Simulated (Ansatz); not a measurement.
## TiC: pressure series

Take TiC in the rock salt structure (space group Fm-3m, No. 225) as the base.

```cif
data_C4Ti4
_chemical_formula_sum 'C4 Ti4'
_space_group_name_H-M_alt 'Fm-3m'
_space_group_IT_number 225
_space_group_name_Hall '-F 4 2 3'
_cell_length_a 4.32850
_cell_length_b 4.32850
_cell_length_c 4.32850
_cell_angle_alpha 90.000
_cell_angle_beta 90.000
_cell_angle_gamma 90.000
loop_
_atom_site_label
_atom_site_type_symbol
_atom_site_symmetry_multiplicity
_atom_site_Wyckoff_symbol
_atom_site_fract_x
_atom_site_fract_y
_atom_site_fract_z
_atom_site_occupancy
C1 C 4 a 0.00000 0.00000 0.00000 1
Ti1 Ti 4 b 0.50000 0.50000 0.50000 1
```
(The calculation used a cell of 2 atoms; values per cell refer to that cell.)

Cell and atoms are relaxed at each pressure.

Computed with Ansatz (an electronic-structure program), r2SCAN, PAW, cutoff 500 eV, no spin-orbit coupling, earlier PAW set.

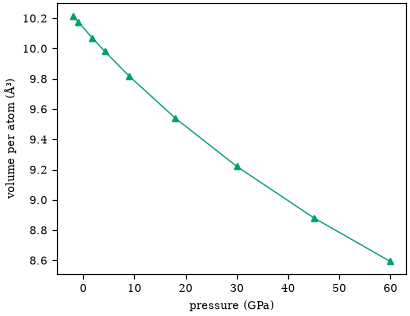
*Volume against pressure*

Question: Estimate the zero-pressure bulk modulus from the plot.

Answer: About 260 GPa; a third-order Birch–Murnaghan fit to the points gives V₀ = 10.14 Å³/atom, B₀ = 263 GPa and B₀′ = 3.9.

Load acts through the strain it causes; cell and atoms are relaxed under it. No phonon test of stability was made. No other phases were tried under pressure. The final runs are not spin-polarised.
